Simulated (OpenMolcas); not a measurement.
## Predicting a hybrid from its neighbours: C2H5Al

C2H5Al: 8 atoms, total charge 0, spin state singlet. SMILES: `C=[CH][AlH2]`. Geometry: relaxed at PBE0-D4/def2-TZVP.

The HOMO–LUMO gap y, in eV, basis def2-SVPD; a is the functional's share of exact exchange. Programs: OpenMolcas 26.06.

```
functional     program     a  y (eV)
    revPBE  OpenMolcas     0    4.38
    r2SCAN  OpenMolcas     0    4.84
     B3LYP  OpenMolcas   0.2       ?
      PBE0  OpenMolcas  0.25    6.45
     BHLYP  OpenMolcas   0.5    8.24
```

Problem. Fit y = c + s·a to the known rows and predict B3LYP.

Solution. 
1. Means of the 4 rows: a = 0.1875, y = 5.978.
2. Σ(Δa)² = 0.17188, Σ(Δa·Δy) = 1.2494, so the slope is 1.2494/0.17188 = 7.269.
3. Intercept: 5.978 − (7.269) × 0.1875 = 4.615. The largest residual of the fit is 0.24.
4. B3LYP: 4.615 + (7.269) × 0.2 = 6.07 eV.

The run gave 6.04 eV, so the prediction is off by +0.03 eV, within the scatter of the fit. Exact exchange lowers occupied levels and raises empty ones. The rows mix families of semi-local functionals, which the line can't see.

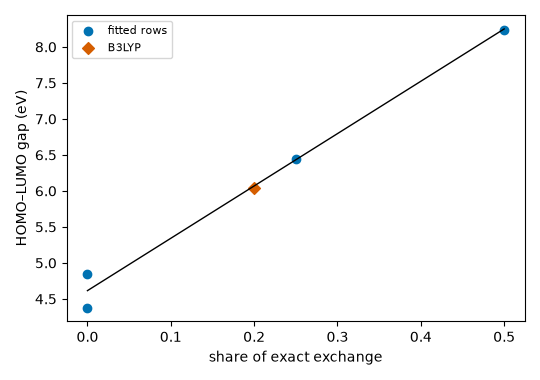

The fitted line, with the withheld row.
